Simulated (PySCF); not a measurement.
# C₄H₁₁P: electronic excitations and core binding energies

What electronic excitations and core binding energies should C₄H₁₁P (`C=P(C)(C)C`) show?

Computed with PySCF 2.14.0, with density-fitted response routines of our own, on a single molecule in the gas phase. Atoms count from 0, in the outputs and in this text.

## (1) The starting structure

16 atoms, charge 0, multiplicity 1; geometry from: GFN2-xTB.

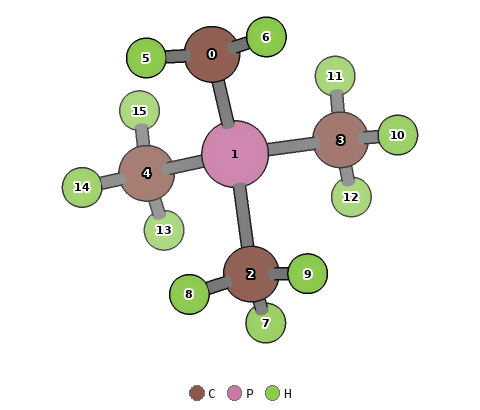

The starting geometry (carbon brown, phosphorus pink, hydrogen green), atoms numbered.

## (2) Excited states and response: CAM-B3LYP/def2-SVPD

Job settings and geometry (Å):

```
{"job": {"kind": "uv", "xc": "CAM-B3LYP", "basis": "def2-SVPD", "nstates": 8, "ntriplets": 3}, "charge": 0, "multiplicity": 1}
C      0.208573     1.412036     1.424226
P      0.091897     0.231469     0.202730
C      1.340807    -0.361325    -1.079696
C     -1.313794     0.653106    -0.880821
C     -0.367079    -1.355970     0.975684
H      0.982678     1.152192     2.144837
H      0.392505     2.397450     0.998505
H      0.945605    -1.140738    -1.726877
H      2.219519    -0.736983    -0.555820
H      1.641824     0.492920    -1.685705
H     -1.065464     1.542734    -1.457078
H     -2.167656     0.873108    -0.243423
H     -1.546188    -0.164971    -1.560050
H     -0.610573    -2.105434     0.224860
H      0.462842    -1.708454     1.585479
H     -1.223094    -1.172196     1.621739
```

Method: TDDFT CAM-B3LYP/def2-SVPD, vertical, gas phase, core orbitals frozen in the response.

Command:

```
$ OMP_NUM_THREADS=1 python probes_run.py task.json out
```

One launch serves the whole session: the jobs run in the order shown.

Output:

```text
coarse grid: 12792 points
cycle   1  E = -499.9032166713  dE =  4.436e-01  |g| = 4.804e-01  |ddm| = 5.825e+00
cycle   2  E = -499.9050083332  dE = -1.792e-03  |g| = 4.775e-01  |ddm| = 2.567e+00
cycle   3  E = -499.9678727441  dE = -6.286e-02  |g| = 6.093e-02  |ddm| = 1.644e+00
cycle   4  E = -499.9687608943  dE = -8.882e-04  |g| = 2.473e-02  |ddm| = 1.852e-01
cycle   5  E = -499.9689293976  dE = -1.685e-04  |g| = 1.597e-03  |ddm| = 5.641e-02
cycle   6  E = -499.9689305508  dE = -1.153e-06  |g| = 5.576e-04  |ddm| = 1.932e-02
final grid: 115856 points
cycle   7  E = -500.0402593961  dE = -3.065e-05  |g| = 3.213e-03  |ddm| = 8.060e-02
cycle   8  E = -500.0402602703  dE = -8.742e-07  |g| = 2.757e-03  |ddm| = 1.960e-02
cycle   9  E = -500.0402622148  dE = -1.944e-06  |g| = 7.823e-05  |ddm| = 6.139e-03
cycle  10  E = -500.0402622190  dE = -4.206e-09  |g| = 2.140e-05  |ddm| = 1.121e-03
cycle  11  E = -500.0402622192  dE = -1.551e-10  |g| = 1.282e-05  |ddm| = 1.611e-04
converged SCF energy = -500.0402622192

Static polarisability (au): isotropic 79.727, principal 73.662 74.257 91.263

Singlet excitations
state   eV       nm        f      main configurations
  1   4.8012    258.2   0.07797   H->L 0.87, H->L+3 0.09
  2   5.5880    221.9   0.00097   H->L+1 0.71, H->L+8 0.19
  3   5.9573    208.1   0.07520   H->L+4 0.37, H->L+3 0.25, H->L+2 0.24
  4   6.1991    200.0   0.09114   H->L+3 0.50, H->L+2 0.30, H->L+5 0.08
  5   6.3172    196.3   0.00052   H->L+6 0.61, H->L+1 0.17, H->L+9 0.09
  6   6.3531    195.2   0.02054   H->L+2 0.41, H->L+4 0.28, H->L+5 0.27
  7   6.6496    186.5   0.08604   H->L+5 0.60, H->L+4 0.23, H->L+3 0.10
  8   6.8765    180.3   0.00163   H->L+7 0.88

Triplet excitations (Tamm-Dancoff, eV): 4.4128 5.1658 5.4196
```

Wall time 22 s (1 thread of Arm Neoverse V2, shared host); peak memory 0.88 GiB.

Frontier orbitals and where they lie:

```csv
orbital,eV,atoms
HOMO−3,-11.27,"C2 22 %, P1 19 %, C0 18 %"
HOMO−2,-10.79,"C0 19 %, C3 16 %, C4 16 %"
HOMO−1,-10.68,"P1 24 %, C0 19 %, C4 12 %"
HOMO,-6.41,"C0 55 %, P1 17 %, H5 8 %"
LUMO,1.01,"C2 18 %, C3 11 %, C4 11 %"
LUMO+1,1.98,"C3 16 %, C4 16 %, H10 11 %"
LUMO+2,2.10,"C2 16 %, C4 10 %, C3 10 %"
```

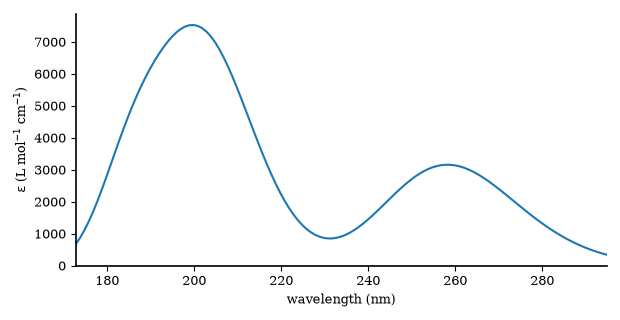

Absorption spectrum: each of the 8 states is a Gaussian band of 0.4 eV half-width at 1/e. Beyond the last state computed it falls off for lack of states.

Ground-state properties from the same run:

```
           property  computed
  dipole moment (D)      3.53
polarisability (Å³)     11.81
 HOMO–LUMO gap (eV)      7.41
      −ε(HOMO) (eV)      6.41
```

## (3) X-ray photoelectron lines: SCAN, X2C

Settings changed since step 2:

```diff
@@ -1,2 +1,2 @@
-{"job": {"kind": "uv", "xc": "CAM-B3LYP", "basis": "def2-SVPD", "nstates": 8, "ntriplets": 3}, "charge": 0, "multiplicity": 1}
+{"job": {"kind": "xps"}, "charge": 0, "multiplicity": 1}
 C      0.208573     1.412036     1.424226
```

Level: delta-SCF UKS SCAN, pcX-2 on the ionised atom, pcseg-1 elsewhere, spin-free X2C.

Output:

```text
ground state, core basis on atom 0 (C), 160 functions
  cycle   1  E = -500.90928245  |g| = 7.08e-01
  cycle   2  E = -500.73276181  |g| = 1.02e+00
  cycle   3  E = -501.03169795  |g| = 2.32e-01
  cycle   4  E = -501.04735502  |g| = 3.31e-02
  cycle   5  E = -501.04756724  |g| = 8.55e-03
  cycle   6  E = -501.04758210  |g| = 3.93e-03
  cycle   7  E = -501.04758629  |g| = 5.79e-04
  cycle   8  E = -501.04758600  |g| = 3.14e-04
  E(ground) = -501.07888117 Eh
hole in C 1s of atom 0
  cycle   1  E = -489.86612923  |g| = 1.51e+00
  cycle   2  E = -489.13763751  |g| = 1.84e+00
  cycle   3  E = -490.39670808  |g| = 3.59e-01
  cycle   4  E = -490.44007820  |g| = 1.65e-01
  cycle   5  E = -490.45473978  |g| = 4.03e-02
  cycle   6  E = -490.45549302  |g| = 9.23e-03
  cycle   7  E = -490.45552980  |g| = 5.55e-03
  cycle   8  E = -490.45554772  |g| = 1.26e-03
  cycle   9  E = -490.45554985  |g| = 5.92e-04
  cycle  10  E = -490.45554859  |g| = 2.18e-04
  E(ion) = -490.48654591 Eh   <S^2> = 0.7694   hole on atom = 1.000   binding energy = 288.232 eV
ground state, core basis on atom 1 (P), 171 functions
  cycle   1  E = -501.17333197  |g| = 3.40e-01
  cycle   2  E = -501.17316423  |g| = 3.84e-02
  cycle   3  E = -501.17233388  |g| = 6.33e-02
  cycle   4  E = -501.17352902  |g| = 9.73e-03
  cycle   5  E = -501.17355185  |g| = 2.79e-03
  cycle   6  E = -501.17355256  |g| = 1.32e-04
  E(ground) = -501.17321641 Eh
hole in P 1s of atom 1
  cycle   1  E = -420.98164239  |g| = 4.72e+00
  cycle   2  E = -420.53746553  |g| = 2.51e+00
  cycle   3  E = -421.04602993  |g| = 1.35e+00
  cycle   4  E = -421.98204370  |g| = 4.93e-01
  cycle   5  E = -422.05702218  |g| = 3.43e-01
  cycle   6  E = -422.13021941  |g| = 4.98e-02
  cycle   7  E = -422.13139755  |g| = 1.14e-02
  cycle   8  E = -422.13145107  |g| = 6.22e-03
  cycle   9  E = -422.13147058  |g| = 9.98e-04
  cycle  10  E = -422.13147120  |g| = 5.07e-04
  cycle  11  E = -422.13147221  |g| = 1.98e-04
  E(ion) = -422.13257518 Eh   <S^2> = 0.7522   hole on atom = 1.000   binding energy = 2150.805 eV
hole in P 2p of atom 1
  cycle   1  E = -495.72490557  |g| = 1.40e+00
  cycle   2  E = -495.10156389  |g| = 1.63e+00
  cycle   3  E = -495.94570106  |g| = 5.38e-01
  cycle   4  E = -496.07830407  |g| = 2.54e-01
  cycle   5  E = -496.11304221  |g| = 1.00e-01
  cycle   6  E = -496.11898305  |g| = 1.66e-02
  cycle   7  E = -496.11909024  |g| = 9.65e-03
  cycle   8  E = -496.11914554  |g| = 1.96e-03
  cycle   9  E = -496.11914970  |g| = 1.42e-03
  cycle  10  E = -496.11915106  |g| = 6.35e-04
  cycle  11  E = -496.11915165  |g| = 2.95e-04
  E(ion) = -496.13021463 Eh   <S^2> = 0.7547   hole on atom = 1.002   binding energy = 137.227 eV
  2p3/2 = 136.987 eV   2p1/2 = 137.878 eV
ground state, core basis on atom 2 (C), 160 functions
  cycle   1  E = -501.04533641  |g| = 7.17e-02
  cycle   2  E = -501.04491814  |g| = 5.87e-02
  cycle   3  E = -501.04572040  |g| = 2.29e-02
  cycle   4  E = -501.04584119  |g| = 1.02e-02
  cycle   5  E = -501.04587406  |g| = 8.52e-04
  cycle   6  E = -501.04587301  |g| = 2.06e-04
  E(ground) = -501.07731882 Eh
hole in C 1s of atom 2
  cycle   1  E = -489.80174243  |g| = 1.51e+00
  cycle   2  E = -488.68934386  |g| = 1.99e+00
  cycle   3  E = -490.16183750  |g| = 6.15e-01
  cycle   4  E = -490.25380765  |g| = 4.39e-01
  cycle   5  E = -490.37919966  |g| = 7.51e-02
  cycle   6  E = -490.38230946  |g| = 2.82e-02
  cycle   7  E = -490.38274006  |g| = 8.79e-03
  cycle   8  E = -490.38279492  |g| = 2.43e-03
  cycle   9  E = -490.38280399  |g| = 1.48e-03
  cycle  10  E = -490.38280872  |g| = 9.38e-04
  cycle  11  E = -490.38281046  |g| = 4.54e-04
  E(ion) = -490.41337718 Eh   <S^2> = 0.7748   hole on atom = 1.000   binding energy = 290.181 eV
```

Run time: 40 s. Hardware: 1 thread of Arm Neoverse V2, shared host; peak memory 0.6 GiB.

The holes in one table. −ε is the ground-state orbital energy:

| hole | stands for | environment | ΔSCF (eV; 2p as the shell's mean) | −ε (eV) | ⟨S²⟩ |
| --- | --- | --- | --- | --- | --- |
| C1s on C0 | C0 | carbon double-bonded to a heavier main-group atom | 288.23 | 271.9 | 0.769 |
| P1s on P1 | P1 | phosphorus bonded to 4 C | 2150.81 | 2093.6 | 0.752 |
| P2p on P1 | P1 | phosphorus bonded to 4 C | 137.28 | 126.4 | 0.755 |
| C1s on C2 | C2, C3, C4 | methyl carbon bonded to P | 290.18 | 273.6 | 0.775 |

Each hole run stands for the others of its class of like atoms.

With the spin-orbit splitting: P1 2p3/2 136.99, 2p1/2 137.88 eV. The table gives each 2p level as the mean over the whole 2p shell (two parts 2p3/2, one part 2p1/2), which differs a little from the single hole in the log.

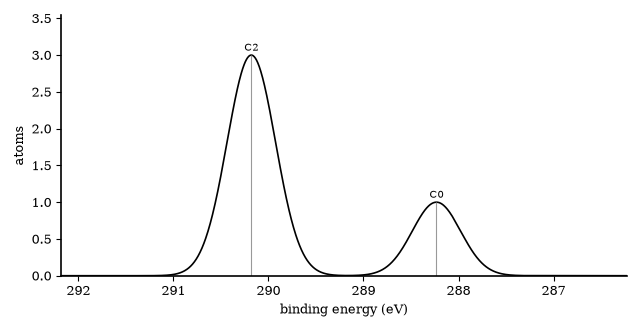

The C1s photoelectron lines, weighted by the number of atoms. Lines are broadened to a width of 0.60 eV (Gaussian).

## (4) What came out

```
                                quantity                        value
    lowest singlet (CAM-B3LYP/def2-SVPD)  4.80 eV (258 nm), f = 0.078
brightest single state of those computed  state 4, 6.20 eV, f = 0.091
                          lowest triplet                      4.41 eV
        C1s binding energies, SCAN/pcX-2      C2 290.18, C0 288.23 eV
        P1s binding energies, SCAN/pcX-2                P1 2150.81 eV
        P2p binding energies, SCAN/pcX-2                 P1 137.28 eV
```

In words: The first singlet state (HOMO→LUMO 0.87, HOMO→LUMO+3 0.09) lies at 4.80 eV and is bright; of the 8 states computed, the strongest absorption comes from state 4 at 6.20 eV. The lowest triplet lies 0.39 eV below the lowest singlet (triplets in Tamm-Dancoff, singlets in full TDDFT). The C1s levels kept as sound span 1.95 eV, from C0 (carbon double-bonded to a heavier main-group atom) up to C2 (methyl carbon bonded to P).
